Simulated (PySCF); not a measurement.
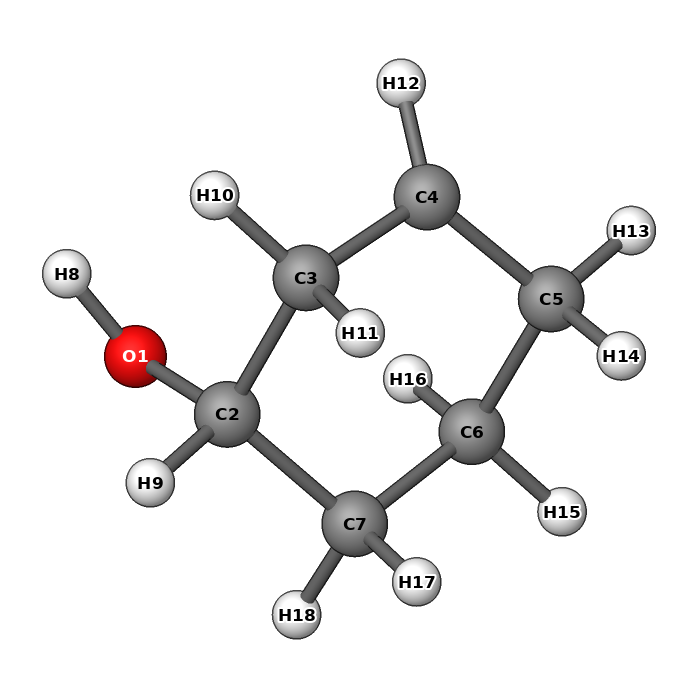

The questions are on Mulliken spin populations. Charge 0, doublet. Computed geometry: GFN2-xTB optimisation. No frequency run is at hand to confirm it as a minimum. Method: UKS B3LYP, pcH-1 on C H O, non-relativistic (PySCF 2.14.0).

List the Mulliken spin populations.

| atom | value (e) |
| --- | --- |
| O1 | 0.00 |
| C2 | 0.05 |
| C3 | −0.08 |
| C4 | 1.02 |
| C5 | −0.08 |
| C6 | 0.05 |
| C7 | 0.00 |
| H8 | 0.00 |
| H9 | 0.00 |
| H10 | 0.00 |
| H11 | 0.04 |
| H12 | −0.04 |
| H13 | 0.00 |
| H14 | 0.03 |
| H15 | 0.01 |
| H16 | 0.00 |
| H17 | 0.00 |
| H18 | 0.00 |

Mulliken values depend strongly on the basis set.
